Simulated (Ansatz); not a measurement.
ZrN$_{2}$H$_{4}$F$_{2}$: molecular dynamics (part 4 of 4)

ZrN$_{2}$H$_{4}$F$_{2}$; RKS r2SCAN/def2-SVP (Ansatz 0.2.0). It belongs to a series of runs on one base structure; here: dynamics from the last frame of an earlier run.

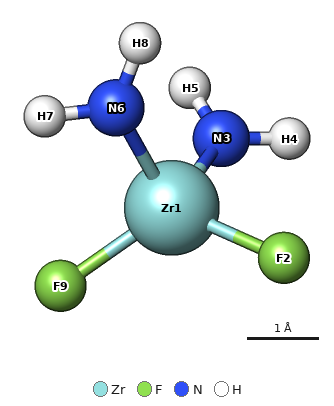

**Figure 1.** The geometry at step 88 of the log (ball-and-stick view, seen at a tilt; atoms are numbered from 1 in the order of the input).

### Trajectory as extended XYZ, continued
```
9
Properties=species:S:1:pos:R:3:forces:R:3 step=75 time_fs=37.5 energy=-9756.21176 temperature=169.6
Zr    0.0306   -0.0342    0.0173   -0.7104   0.4142  -0.0377
F     0.2312    0.1658    1.9094    0.0483  -0.2268   0.2843
N     1.9062    0.1724   -0.6888    0.7748   0.1372  -0.8743
H     2.7740    0.2010   -0.1385   -0.2601   0.0028  -0.2722
H     2.1221    0.4231   -1.6773   -0.0397  -0.2732   0.8997
N    -0.9445    1.6141   -0.6338   -0.4615  -0.2217  -0.4682
H    -1.7745    1.4653   -1.2189    0.0591  -0.1373   0.1443
H    -0.7809    2.6107   -0.6667    0.3116   0.3272   0.2032
F    -1.1294   -1.3661   -0.7865    0.2778  -0.0225   0.1209
9
Properties=species:S:1:pos:R:3:forces:R:3 step=76 time_fs=38.0 energy=-9756.21815 temperature=175.1
Zr    0.0305   -0.0330    0.0167   -0.7182   0.4157  -0.0159
F     0.2316    0.1622    1.9093    0.0490  -0.2205   0.2860
N     1.9054    0.1701   -0.6893    1.0443   0.1304  -0.6156
H     2.7776    0.2009   -0.1331   -0.5061  -0.0139  -0.3992
H     2.1307    0.4194   -1.6724   -0.0425  -0.2431   0.7586
N    -0.9472    1.6148   -0.6335   -0.3030  -0.0332  -0.3952
H    -1.7725    1.4606   -1.2197   -0.0200  -0.1018   0.0871
H    -0.7743    2.6147   -0.6687    0.2345   0.1017   0.1864
F    -1.1279   -1.3662   -0.7844    0.2620  -0.0352   0.1078
9
Properties=species:S:1:pos:R:3:forces:R:3 step=78 time_fs=39.0 energy=-9756.22551 temperature=180.6
Zr    0.0303   -0.0306    0.0156   -0.7223   0.4198   0.0300
F     0.2323    0.1551    1.9091    0.0495  -0.2080   0.2820
N     1.9042    0.1654   -0.6906    1.3318   0.0647  -0.0201
H     2.7807    0.2005   -0.1251   -0.8069  -0.0449  -0.5264
H     2.1476    0.4105   -1.6579    0.0011  -0.1341   0.2758
N    -0.9527    1.6163   -0.6333    0.0291   0.3395  -0.2420
H    -1.7689    1.4507   -1.2211   -0.1756  -0.0261  -0.0316
H    -0.7600    2.6227   -0.6716    0.0631  -0.3506   0.1503
F    -1.1248   -1.3665   -0.7801    0.2302  -0.0603   0.0821
9
Properties=species:S:1:pos:R:3:forces:R:3 step=79 time_fs=39.5 energy=-9756.22689 temperature=181.8
Zr    0.0301   -0.0294    0.0151   -0.7210   0.4224   0.0513
F     0.2327    0.1515    1.9091    0.0496  -0.2018   0.2770
N     1.9039    0.1631   -0.6913    1.3366   0.0135   0.2677
H     2.7794    0.2000   -0.1227   -0.8431  -0.0570  -0.5157
H     2.1558    0.4056   -1.6495    0.0424  -0.0650  -0.0268
N    -0.9555    1.6171   -0.6333    0.1745   0.4759  -0.1741
H    -1.7677    1.4457   -1.2219   -0.2325   0.0160  -0.0787
H    -0.7524    2.6259   -0.6725   -0.0214  -0.5321   0.1294
F    -1.1233   -1.3667   -0.7780    0.2150  -0.0719   0.0699
9
Properties=species:S:1:pos:R:3:forces:R:3 step=80 time_fs=40.0 energy=-9756.22780 temperature=181.5
Zr    0.0299   -0.0282    0.0145   -0.7180   0.4253   0.0699
F     0.2330    0.1478    1.9092    0.0497  -0.1955   0.2704
N     1.9039    0.1607   -0.6920    1.2478  -0.0427   0.5119
H     2.7759    0.1996   -0.1214   -0.7957  -0.0658  -0.4506
H     2.1641    0.4004   -1.6411    0.0899   0.0053  -0.3374
N    -0.9582    1.6180   -0.6333    0.2905   0.5517  -0.1177
H    -1.7670    1.4408   -1.2229   -0.2679   0.0606  -0.1113
H    -0.7449    2.6278   -0.6730   -0.0968  -0.6560   0.1064
F    -1.1218   -1.3669   -0.7759    0.2005  -0.0829   0.0584
9
Properties=species:S:1:pos:R:3:forces:R:3 step=81 time_fs=40.5 energy=-9756.22893 temperature=181.9
Zr    0.0298   -0.0269    0.0139   -0.7138   0.4284   0.0860
F     0.2333    0.1441    1.9093    0.0497  -0.1893   0.2625
N     1.9040    0.1584   -0.6925    1.0784  -0.0957   0.6789
H     2.7706    0.1990   -0.1212   -0.6675  -0.0706  -0.3319
H     2.1726    0.3952   -1.6335    0.1343   0.0681  -0.6218
N    -0.9609    1.6191   -0.6333    0.3679   0.5542  -0.0763
H    -1.7670    1.4360   -1.2242   -0.2778   0.1077  -0.1259
H    -0.7377    2.6280   -0.6733   -0.1580  -0.7096   0.0811
F    -1.1203   -1.3671   -0.7738    0.1867  -0.0933   0.0474
9
Properties=species:S:1:pos:R:3:forces:R:3 step=82 time_fs=41.0 energy=-9756.23057 temperature=184.7
Zr    0.0296   -0.0256    0.0134   -0.7089   0.4312   0.1005
F     0.2336    0.1404    1.9094    0.0497  -0.1831   0.2529
N     1.9044    0.1559   -0.6929    0.8536  -0.1362   0.7385
H     2.7636    0.1983   -0.1218   -0.4718  -0.0712  -0.1685
H     2.1813    0.3901   -1.6272    0.1646   0.1139  -0.8413
N    -0.9634    1.6202   -0.6333    0.3988   0.4807  -0.0541
H    -1.7676    1.4314   -1.2257   -0.2576   0.1580  -0.1186
H    -0.7309    2.6265   -0.6734   -0.2016  -0.6900   0.0538
F    -1.1188   -1.3673   -0.7717    0.1732  -0.1034   0.0368
9
Properties=species:S:1:pos:R:3:forces:R:3 step=84 time_fs=42.0 energy=-9756.23479 temperature=186.3
Zr    0.0291   -0.0231    0.0123   -0.6944   0.4369   0.1251
F     0.2344    0.1328    1.9098    0.0491  -0.1708   0.2294
N     1.9053    0.1511   -0.6934    0.3442  -0.1521   0.4606
H     2.7471    0.1963   -0.1234    0.0542  -0.0595   0.2424
H     2.2002    0.3810   -1.6210    0.1442   0.1264  -0.9607
N    -0.9683    1.6226   -0.6334    0.3338   0.1414  -0.0601
H    -1.7708    1.4239   -1.2298   -0.1446   0.2624  -0.0489
H    -0.7189    2.6192   -0.6735   -0.2329  -0.4601  -0.0037
F    -1.1158   -1.3678   -0.7674    0.1464  -0.1246   0.0158
9
Properties=species:S:1:pos:R:3:forces:R:3 step=85 time_fs=42.5 energy=-9756.23588 temperature=188.0
Zr    0.0288   -0.0218    0.0117   -0.6848   0.4399   0.1365
F     0.2347    0.1290    1.9100    0.0486  -0.1648   0.2157
N     1.9059    0.1486   -0.6935    0.1141  -0.1245   0.1445
H     2.7387    0.1951   -0.1237    0.3363  -0.0486   0.4548
H     2.2101    0.3771   -1.6214    0.0876   0.0917  -0.8478
N    -0.9707    1.6238   -0.6335    0.2525  -0.1075  -0.0789
H    -1.7730    1.4211   -1.2323   -0.0672   0.3128   0.0028
H    -0.7139    2.6137   -0.6735   -0.2198  -0.2632  -0.0329
F    -1.1142   -1.3680   -0.7653    0.1327  -0.1358   0.0052
9
Properties=species:S:1:pos:R:3:forces:R:3 step=86 time_fs=43.0 energy=-9756.23530 temperature=185.4
Zr    0.0286   -0.0205    0.0112   -0.6740   0.4418   0.1484
F     0.2351    0.1251    1.9103    0.0479  -0.1587   0.2006
N     1.9065    0.1461   -0.6937   -0.0524  -0.0775  -0.2301
H     2.7310    0.1939   -0.1227    0.5786  -0.0369   0.6348
H     2.2201    0.3735   -1.6237    0.0062   0.0367  -0.6431
N    -0.9730    1.6251   -0.6336    0.1561  -0.3894  -0.0976
H    -1.7754    1.4190   -1.2347    0.0083   0.3584   0.0541
H    -0.7094    2.6076   -0.6734   -0.1899  -0.0274  -0.0618
F    -1.1126   -1.3682   -0.7632    0.1192  -0.1470  -0.0052
9
Properties=species:S:1:pos:R:3:forces:R:3 step=88 time_fs=44.0 energy=-9756.23136 temperature=180.2
Zr    0.0279   -0.0179    0.0100   -0.6448   0.4386   0.1769
F     0.2358    0.1172    1.9110    0.0460  -0.1464   0.1675
N     1.9076    0.1412   -0.6942   -0.0941   0.0468  -0.9027
H     2.7204    0.1916   -0.1158    0.7964  -0.0213   0.7900
H     2.2396    0.3664   -1.6321   -0.1849  -0.0961  -0.1060
N    -0.9775    1.6272   -0.6339   -0.0275  -0.9278  -0.1199
H    -1.7799    1.4173   -1.2388    0.1216   0.4254   0.1320
H    -0.7019    2.5955   -0.6738   -0.1054   0.4504  -0.1120
F    -1.1094   -1.3688   -0.7590    0.0927  -0.1696  -0.0257
9
Properties=species:S:1:pos:R:3:forces:R:3 step=89 time_fs=44.5 energy=-9756.23068 temperature=180.6
Zr    0.0276   -0.0166    0.0095   -0.6254   0.4336   0.1923
F     0.2361    0.1133    1.9115    0.0447  -0.1401   0.1505
N     1.9081    0.1388   -0.6946    0.0408   0.1108  -1.1087
H     2.7179    0.1905   -0.1095    0.7393  -0.0208   0.7394
H     2.2488    0.3622   -1.6369   -0.2733  -0.1572   0.1602
N    -0.9798    1.6279   -0.6341   -0.0796  -1.1150  -0.1138
H    -1.7816    1.4180   -1.2405    0.1425   0.4422   0.1457
H    -0.6985    2.5908   -0.6744   -0.0691   0.6268  -0.1303
F    -1.1079   -1.3691   -0.7569    0.0801  -0.1803  -0.0353
9
Properties=species:S:1:pos:R:3:forces:R:3 step=90 time_fs=45.0 energy=-9756.23220 temperature=180.7
Zr    0.0272   -0.0153    0.0090   -0.6021   0.4264   0.2088
F     0.2365    0.1093    1.9119    0.0432  -0.1338   0.1332
N     1.9086    0.1363   -0.6952    0.2571   0.1692  -1.1992
H     2.7172    0.1894   -0.1015    0.5820  -0.0262   0.6084
H     2.2574    0.3577   -1.6413   -0.3454  -0.2070   0.3908
N    -0.9820    1.6285   -0.6343   -0.0887  -1.2094  -0.0945
H    -1.7830    1.4198   -1.2417    0.1343   0.4459   0.1387
H    -0.6952    2.5876   -0.6755   -0.0483   0.7255  -0.1417
F    -1.1063   -1.3694   -0.7549    0.0679  -0.1908  -0.0445
9
Properties=species:S:1:pos:R:3:forces:R:3 step=91 time_fs=45.5 energy=-9756.23570 temperature=185.0
Zr    0.0269   -0.0140    0.0085   -0.5749   0.4169   0.2257
F     0.2369    0.1053    1.9124    0.0415  -0.1273   0.1160
N     1.9092    0.1339   -0.6960    0.5194   0.2171  -1.1752
H     2.7179    0.1881   -0.0920    0.3535  -0.0362   0.4171
H     2.2652    0.3528   -1.6449   -0.3952  -0.2417   0.5671
N    -0.9843    1.6289   -0.6345   -0.0554  -1.1997  -0.0672
H    -1.7840    1.4226   -1.2427    0.1035   0.4386   0.1155
H    -0.6920    2.5862   -0.6770   -0.0488   0.7332  -0.1458
F    -1.1047   -1.3697   -0.7528    0.0563  -0.2009  -0.0532
9
Properties=species:S:1:pos:R:3:forces:R:3 step=92 time_fs=46.0 energy=-9756.24020 temperature=188.9
Zr    0.0265   -0.0126    0.0079   -0.5433   0.4057   0.2427
F     0.2373    0.1013    1.9128    0.0395  -0.1207   0.0981
N     1.9098    0.1315   -0.6969    0.7880   0.2505  -1.0504
H     2.7194    0.1867   -0.0815    0.0884  -0.0490   0.1900
H     2.2721    0.3471   -1.6471   -0.4186  -0.2594   0.6784
N    -0.9867    1.6291   -0.6348    0.0198  -1.0962  -0.0316
H    -1.7848    1.4265   -1.2434    0.0506   0.4211   0.0764
H    -0.6890    2.5864   -0.6789   -0.0702   0.6582  -0.1426
F    -1.1031   -1.3701   -0.7508    0.0457  -0.2100  -0.0611
9
Properties=species:S:1:pos:R:3:forces:R:3 step=94 time_fs=47.0 energy=-9756.24856 temperature=195.6
Zr    0.0257   -0.0099    0.0069   -0.4674   0.3780   0.2777
F     0.2382    0.0932    1.9139    0.0349  -0.1077   0.0574
N     1.9116    0.1269   -0.6992    1.1952   0.2649  -0.5822
H     2.7227    0.1834   -0.0600   -0.4118  -0.0744  -0.2624
H     2.2830    0.3341   -1.6470   -0.3783  -0.2434   0.6832
N    -0.9914    1.6290   -0.6352    0.2674  -0.6706   0.0536
H    -1.7860    1.4372   -1.2443   -0.1060   0.3608  -0.0375
H    -0.6836    2.5909   -0.6836   -0.1619   0.3175  -0.1156
F    -1.0998   -1.3711   -0.7468    0.0280  -0.2250  -0.0743
9
Properties=species:S:1:pos:R:3:forces:R:3 step=95 time_fs=47.5 energy=-9756.25162 temperature=198.3
Zr    0.0253   -0.0086    0.0063   -0.4251   0.3610   0.2944
F     0.2387    0.0892    1.9144    0.0323  -0.1011   0.0351
N     1.9128    0.1246   -0.7005    1.2858   0.2440  -0.2713
H     2.7233    0.1814   -0.0499   -0.6004  -0.0838  -0.4490
H     2.2869    0.3268   -1.6445   -0.3121  -0.2108   0.5706
N    -0.9938    1.6288   -0.6354    0.3986  -0.4036   0.0841
H    -1.7869    1.4439   -1.2449   -0.1819   0.3248  -0.0910
H    -0.6815    2.5944   -0.6863   -0.2183   0.1001  -0.0935
F    -1.0982   -1.3717   -0.7448    0.0211  -0.2305  -0.0794
9
Properties=species:S:1:pos:R:3:forces:R:3 step=96 time_fs=48.0 energy=-9756.25412 temperature=199.9
Zr    0.0249   -0.0072    0.0058   -0.3812   0.3418   0.3094
F     0.2392    0.0852    1.9150    0.0297  -0.0945   0.0119
N     1.9142    0.1224   -0.7018    1.2839   0.2065   0.0605
H     2.7225    0.1792   -0.0409   -0.7258  -0.0894  -0.5890
H     2.2899    0.3190   -1.6406   -0.2193  -0.1655   0.3919
N    -0.9961    1.6285   -0.6356    0.5060  -0.1383   0.0941
H    -1.7885    1.4514   -1.2458   -0.2375   0.2890  -0.1280
H    -0.6798    2.5981   -0.6894   -0.2713  -0.1147  -0.0674
F    -1.0966   -1.3723   -0.7428    0.0155  -0.2350  -0.0835
9
Properties=species:S:1:pos:R:3:forces:R:3 step=98 time_fs=49.0 energy=-9756.25934 temperature=202.6
Zr    0.0240   -0.0044    0.0047   -0.2913   0.2979   0.3308
F     0.2402    0.0771    1.9161    0.0249  -0.0811  -0.0356
N     1.9175    0.1180   -0.7043    0.9976   0.0951   0.6980
H     2.7153    0.1742   -0.0273   -0.7573  -0.0867  -0.6927
H     2.2946    0.3023   -1.6302    0.0228  -0.0524  -0.1098
N    -1.0003    1.6278   -0.6360    0.6055   0.2944   0.0471
H    -1.7933    1.4682   -1.2488   -0.2720   0.2213  -0.1393
H    -0.6785    2.6042   -0.6960   -0.3383  -0.4483  -0.0098
F    -1.0934   -1.3737   -0.7389    0.0081  -0.2403  -0.0888
9
Properties=species:S:1:pos:R:3:forces:R:3 step=99 time_fs=49.5 energy=-9756.26278 temperature=206.6
Zr    0.0236   -0.0030    0.0043   -0.2470   0.2728   0.3352
F     0.2408    0.0731    1.9166    0.0228  -0.0741  -0.0585
N     1.9194    0.1158   -0.7054    0.7313   0.0324   0.9431
H     2.7089    0.1714   -0.0231   -0.6590  -0.0780  -0.6461
H     2.2970    0.2937   -1.6249    0.1509   0.0037  -0.3824
N    -1.0023    1.6275   -0.6361    0.5896   0.4317  -0.0053
H    -1.7965    1.4773   -1.2508   -0.2534   0.1875  -0.1152
H    -0.6790    2.6058   -0.6995   -0.3416  -0.5352   0.0189
F    -1.0917   -1.3745   -0.7371    0.0064  -0.2408  -0.0898
9
Properties=species:S:1:pos:R:3:forces:R:3 step=100 time_fs=50.0 energy=-9756.26674 temperature=210.0
Zr    0.0232   -0.0016    0.0038   -0.2040   0.2465   0.3363
F     0.2414    0.0690    1.9171    0.0209  -0.0670  -0.0810
N     1.9214    0.1136   -0.7063    0.4105  -0.0248   1.0922
H     2.7009    0.1684   -0.0205   -0.4913  -0.0648  -0.5362
H     2.2996    0.2850   -1.6205    0.2638   0.0499  -0.6205
N    -1.0042    1.6272   -0.6363    0.5265   0.5078  -0.0759
H    -1.8004    1.4869   -1.2530   -0.2098   0.1534  -0.0705
H    -0.6804    2.6060   -0.7028   -0.3220  -0.5603   0.0458
F    -1.0901   -1.3752   -0.7352    0.0054  -0.2406  -0.0902
```

This output came from the following input.

### The input
```yaml
crystal:
  periodic: [false, false, false]
  atoms:
    - { symbol: Zr, position_ang: [0.027001, -0.083284, 0.043399] }
    - { symbol: F, position_ang: [0.197849, 0.318327, 1.927083] }
    - { symbol: "N", position_ang: [1.872279, 0.240021, -0.723277] }
    - { symbol: H, position_ang: [2.758216, 0.183537, -0.220461] }
    - { symbol: H, position_ang: [2.142606, 0.528329, -1.694921] }
    - { symbol: "N", position_ang: [-0.863055, 1.56987, -0.691098] }
    - { symbol: H, position_ang: [-1.795839, 1.759101, -1.076211] }
    - { symbol: H, position_ang: [-0.37482, 2.401509, -0.395224] }
    - { symbol: F, position_ang: [-1.124054, -1.343904, -0.852018] }
basis:
  gaussian: { orbitals: def2-SVP }
hamiltonian:
  xc: r2scan
md:
  timestep: 0.5
  n_steps: 100
  ensemble: nvt_langevin
  temperature: 50.0
  initial_velocities: maxwell_boltzmann
  seed: 846770
  friction: 0.001
```

Command:
```bash
ansatz run input.yaml --threads 2 --pin off --max-ram 3072MiB --backend cpu --events-out ev --progress --plain --runs-dir out
```

### Summary

| quantity | value |
| --- | --- |
| outcome | finished |
| mean temperature over the second half | 166 K |
| trajectory | 100 steps, 50 fs |
| ensemble | nvt_langevin |
| temperature in the input | 50.0 K |
| time step | 0.5 fs |
| potential energy (last step) | −9756.2668 eV |
| mean-field energy (last step) | −9756.2668 eV |
| largest force (length of the vector) (last step) | 1.167 eV/Å |
| hardware | 2 threads of Intel Xeon (Granite Rapids), 32 GiB of memory available, shared host |
| wall time | 3.2 min (CPU time 6.2 min) |
| peak memory | 0.19 GiB |

### Remarks

So short a trajectory is not equilibrated. The logged temperature at the start can lie below the typed one, since it is counted over all degrees of freedom. The temperature stays far from the 50 K of the thermostat over the second half: the run isn't equilibrated.
